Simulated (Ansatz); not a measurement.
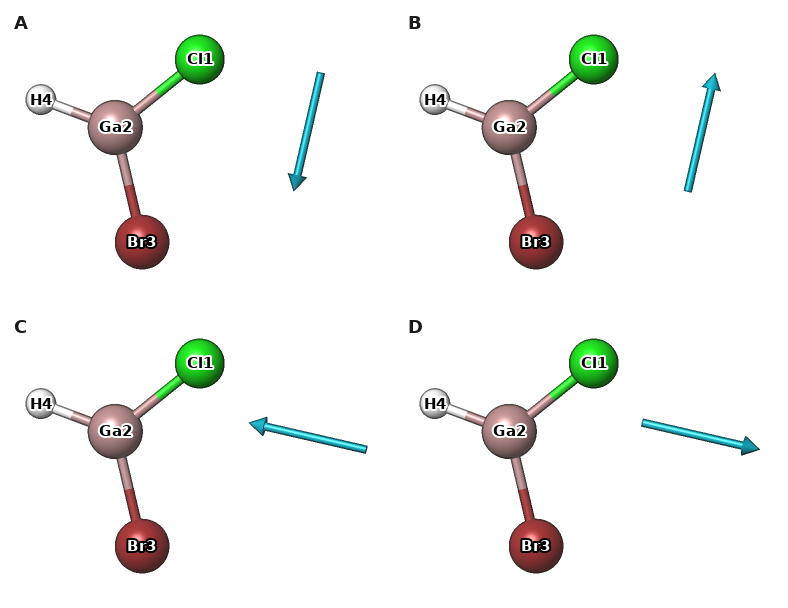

The same molecule four times, each with an arrow. Computed geometry: PBE-D4/def2-SVP optimisation. No frequency run is at hand to confirm it as a minimum. Method: RKS PBE-D4/def2-SVP (Ansatz 0.2.0).

Question: Which arrow points along the dipole moment, from the negative to the positive end?

Answer: C. The dipole moment is 1.42 D; it points from the side of Cl1 to the side of H4 (the outermost atoms at the two ends).
